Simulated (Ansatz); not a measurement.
# CH6BGa: small, medium and large basis sets

How large a basis does CH6BGa need? Two functionals are run in growing sets.

Program: Ansatz 0.2.0, Gaussian basis. Level of theory: one geometry, several basis sets. These are calculated values, not measurements.

The runs, in order: PBE0-D4/def2-SVP; ωB97M-V/def2-SVP; PBE0-D4/def2-QZVPP; ωB97M-V/def2-QZVPP; the functionals' def2-TZVPP values are taken from earlier runs.

## Step 1: The relaxed structure

The geometry comes from an earlier relaxation with PBE0-D4 in a triple-zeta def2 set; it is a stationary point, not always the lowest conformer.

SMILES `C[BH][GaH2]`, 9 atoms, charge 0, spin multiplicity 1.

Atoms are counted from 1 here; the program's logs count them from 0.

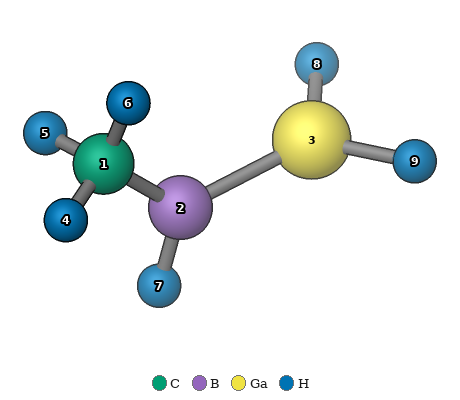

The structure; carbon teal, boron purple, gallium yellow, hydrogen blue; atoms are numbered from 1 in the order of the file.

## Step 2: PBE0-D4 in def2-SVP

The input, in.yaml:

```yaml
crystal:
  periodic: [false, false, false]
  atoms:
    - {symbol: C, position_ang: [-0.655962, 1.050474, -0.726069]}
    - {symbol: B, position_ang: [-0.436046, -0.403635, -0.216425]}
    - {symbol: Ga, position_ang: [1.038694, -1.022191, 1.111101]}
    - {symbol: H, position_ang: [-1.704776, 1.292797, -0.920296]}
    - {symbol: H, position_ang: [-0.175744, 1.049276, -1.720507]}
    - {symbol: H, position_ang: [-0.191167, 1.855171, -0.155028]}
    - {symbol: H, position_ang: [-1.154214, -1.249052, -0.686624]}
    - {symbol: H, position_ang: [2.492175, -1.430881, 0.648484]}
    - {symbol: H, position_ang: [0.787030, -1.141950, 2.665354]}
basis:
  gaussian: {orbitals: def2-SVP}
hamiltonian: {xc: pbe0, dispersion: d4}
output: {orbitals: {seedname: orbitals}}
```

Started as:

```bash
$ ansatz run in.yaml --threads 2 --pin off --events-out ev --progress --plain --max-ram 22528MiB --backend cpu
```

After this run come: ωB97M-V in def2-SVP; PBE0-D4 in def2-QZVPP; ωB97M-V in def2-QZVPP.

Before running them: what should the planned runs give, taken together? Wanted: PBE0-D4: double and triple zeta above quadruple; ωB97M-V: double and triple zeta above quadruple.

As calculated:

```
                                       quantity           value
PBE0-D4: double and triple zeta above quadruple   9.97, 1.30 eV
ωB97M-V: double and triple zeta above quadruple  10.08, 1.27 eV
```

In words: For PBE0-D4 the step from double to triple zeta gains 8.67 eV and the next only 1.30 eV. Total energies overstate the basis error of differences, where much of it tends to cancel.
